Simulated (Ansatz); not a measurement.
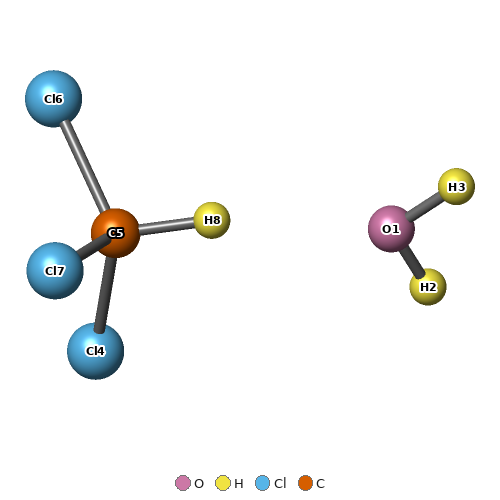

The system is the pair H₂O···CHCl₃; the picture shows the reference structure. The turn is about an axis along (−0.90, −0.43, 0.06) in the frame of the relaxed pair, normal to the line between the partners. Coordinates scanned: (1) distance H8···O1; (2) turn of O1, H2, H3 about its own atom O1. The grid has 15 × 15 points. Points are written as (first, second). Energies are in eV, from the two partners far apart, frozen as in the relaxed pair, each in its own basis (no counterpoise correction). Energies and slopes of some neighbouring points disagree (a jump in structure or state, or too coarse a mesh). The calculation used RKS PBE-D4/def2-SVPD in Ansatz.

Its coordinates:

```xyz
8

O    -0.1265   -0.0125   -1.8682
H     0.2354   -0.8214   -2.2671
H    -0.4412    0.5253   -2.6133
Cl    0.8409   -1.5068    1.4993
C     0.0507    0.0789    1.2442
Cl   -1.5578    0.1235    2.0175
Cl    1.0846    1.4104    1.8320
H    -0.0861    0.2027    0.1558
```

Range: distance H8···O1 from 1.710 to 3.710 Å; turn of O1, H2, H3 about its own atom O1 from −180 to 156°.

What will the energy surface look like?

Answer. The lowest grid point is at (2.056 Å, −12°), −0.24 eV from the two partners far apart, frozen as in the relaxed pair, each in its own basis (no counterpoise correction). Other grid points that lie below all their neighbours: (2.959 Å, −180°) (0.23 eV higher). The highest grid point, (1.710 Å, −132°), lies 2.43 eV above the lowest.

```
second ↓, first →  1.710  1.760  1.841  1.942  2.056  2.183  2.321  2.468  2.624  2.788  2.959  3.137  3.322  3.513  3.710
              156   0.85   0.70   0.52   0.35   0.22   0.12   0.06   0.03   0.01   0.00   0.00   0.00   0.00   0.00   0.00
              132   1.86   1.52   1.09   0.72   0.46   0.28   0.16   0.09   0.05   0.03   0.02   0.01   0.01   0.01   0.01
              108   1.91   1.55   1.11   0.73   0.46   0.27   0.16   0.08   0.04   0.02   0.01   0.00   0.00   0.00   0.00
               84   0.72   0.59   0.41   0.26   0.15   0.07   0.02  −0.01  −0.03  −0.03  −0.03  −0.03  −0.02  −0.02  −0.01
               60   0.14   0.08   0.01  −0.04  −0.08  −0.10  −0.11  −0.11  −0.10  −0.09  −0.08  −0.07  −0.05  −0.04  −0.04
               36  −0.09  −0.12  −0.15  −0.18  −0.19  −0.19  −0.18  −0.17  −0.15  −0.13  −0.11  −0.09  −0.08  −0.06  −0.05
               12  −0.15  −0.18  −0.21  −0.23  −0.23  −0.23  −0.21  −0.19  −0.17  −0.15  −0.12  −0.10  −0.09  −0.07  −0.06
              −12  −0.15  −0.18  −0.21  −0.23  −0.24  −0.23  −0.21  −0.19  −0.17  −0.15  −0.12  −0.10  −0.09  −0.07  −0.06
              −36  −0.10  −0.13  −0.17  −0.19  −0.20  −0.20  −0.19  −0.17  −0.15  −0.13  −0.11  −0.09  −0.08  −0.06  −0.05
              −60   0.02  −0.02  −0.07  −0.10  −0.13  −0.13  −0.13  −0.13  −0.11  −0.10  −0.08  −0.07  −0.06  −0.05  −0.04
              −84   0.32   0.25   0.16   0.08   0.02  −0.02  −0.04  −0.05  −0.05  −0.05  −0.04  −0.04  −0.03  −0.02  −0.02
             −108   1.05   0.87   0.63   0.42   0.27   0.16   0.09   0.04   0.02   0.01   0.00   0.00   0.00   0.00   0.00
             −132   2.20   1.77   1.26   0.83   0.52   0.32   0.19   0.11   0.06   0.04   0.02   0.02   0.01   0.01   0.01
             −156   1.47   1.21   0.88   0.60   0.38   0.23   0.13   0.08   0.04   0.02   0.02   0.01   0.01   0.01   0.01
             −180   0.73   0.60   0.44   0.29   0.18   0.10   0.04   0.01   0.00  −0.01  −0.01  −0.01   0.00   0.00   0.00
```

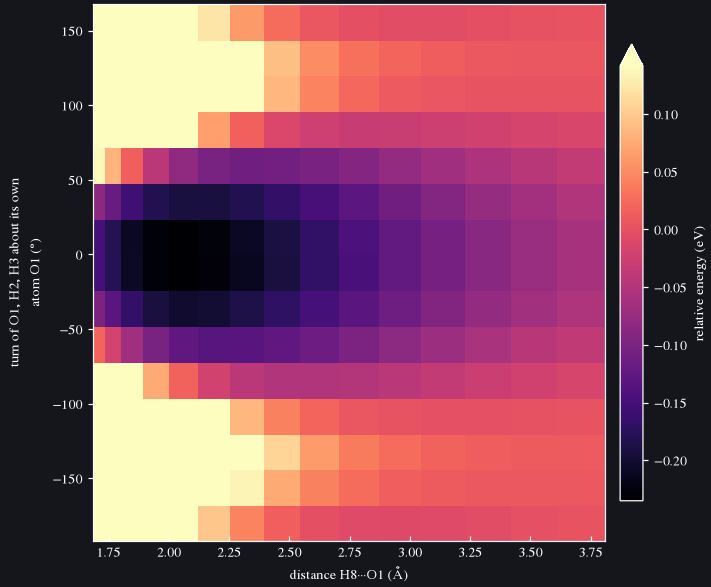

The picture shows one coloured cell a grid point, one colour for all values above the top of the scale.

Each point was launched as `ansatz run input.yaml --threads 1 --pin off --max-ram 2560MiB --backend cpu --events-out ev --progress --plain --runs-dir out`. Time for the 225 points that were run: 40 min on 1 thread of Arm Neoverse N1, on a shared host.
